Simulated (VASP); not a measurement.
Band structure of HfZr3C4 (ordered alloy cell). Level of theory: PBEsol GGA, VASP's PBE PAW potentials (set 64) (plane waves; VASP).

Unless said otherwise, spin-orbit coupling is left out, though it shifts the bands of the heavy elements here.

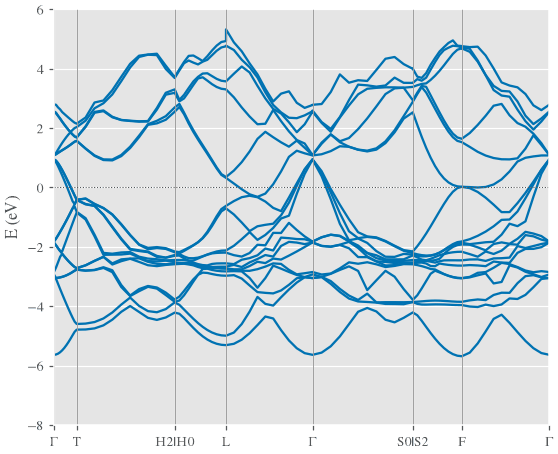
Figure. Bands along high-symmetry lines, zero at the valence-band maximum or, without a gap, the Fermi level

Task: Read the plot: is there a gap, and where are the band edges?

Result: It has no gap at this level: it comes out as a metal or semimetal. (Edges off the drawn lines would not show.)

The structure was generated: HfZr3C4 was put into an ordered model structure (R-3m), which need not be its known phase. It was relaxed first.
